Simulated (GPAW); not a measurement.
# C (Fd-3m): refractive index against wavelength

The refractive index of C (Fd-3m) below the direct gap (5.60 eV on the mesh) is read from one computed spectrum, n = √(Re ε).

The structure is cubic, space group Fd-3m (No. 227). The conventional cell has a = 3.567 Å, b = 3.567 Å, c = 3.567 Å, α = 90.00°, β = 90.00°, γ = 90.00°. Around C on site a lie 4 C at 1.54 Å.

Method: GPAW 26.7.0, PBE, RPA, k-mesh 17×17×17, local fields up to 60 eV, Lorentzian half width 0.15 eV.

Launch of the response step: `OMP_NUM_THREADS=1 python df.py`. The run took 18 s, its band step included, on 1 thread of Arm Neoverse V2, on a shared host.

```
wavelength (nm)  photon energy E (eV)       n
            700                 1.771  2.4337
            633                 1.959  2.4405
            532                 2.331  2.4563
            450                 2.755  2.4787
            405                 3.061  2.4982
            365                 3.397       ?
            308                 4.025  2.5835
```

In the single-oscillator model n² − 1 = E₀E_d/(E₀² − E²), so 1/(n² − 1) = E₀/E_d − E²/(E₀E_d) is linear in E².

Working, on the rows shown:

| x = E² (eV²) | y = 1/(n² − 1) |
| --- | --- |
| 3.13716 | 0.203132 |
| 3.83641 | 0.201774 |
| 5.43137 | 0.198672 |
| 7.59115 | 0.194403 |
| 9.37179 | 0.190803 |
| 16.2043 | 0.176228 |

Means: x̄ = 7.5954, ȳ = 0.19417. Σ(x − x̄)(y − ȳ) = -0.2387, Σ(x − x̄)² = 116. Slope = -0.2387 / 116 = -0.002059; intercept = ȳ − slope · x̄ = 0.20981. Turned back into n, the line misses the rows shown by at most 0.0016.

Task: Fill in the last column of the withheld row.

Result: At x = 11.538 the line gives y = 0.18605, that is 2.5249. The run gave 2.5233, so the interpolation is off by 0.0016, 1.0 % of the range in the table.

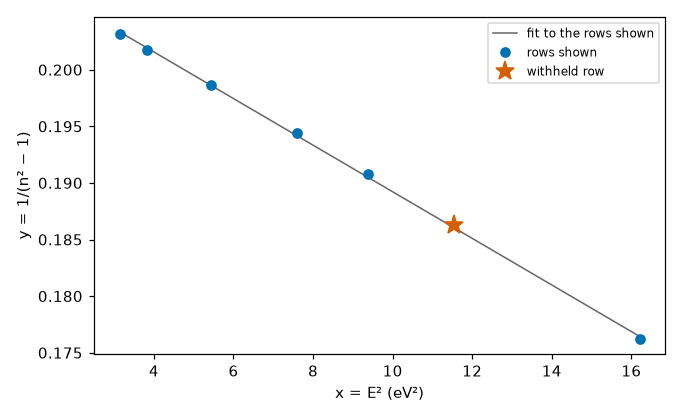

Refitted with all rows, the slope is -0.002052 and the intercept 0.20979. These give E₀ = √(intercept/−slope) = 10.11 eV and E_d = E₀/intercept = 48.2 eV; E₀ is 1.8 times the direct gap. The electronic limit at long wavelengths, without lattice vibrations, is n = √(1 + 1/intercept) = 2.401. Excitons are left out; PBE gaps are as a rule too small. The values come from a sum over the points of one k-mesh and carry its error, which grows as the direct gap shrinks. The local-field cutoff holds few shells of reciprocal vectors for this small cell, so ε∞ can read a few per cent high.

[Logs are printed without paths, hosts, clocks, repeated set-up lines and the standing remarks that a program may print on its own settings, such as how far it seeks lower states.]
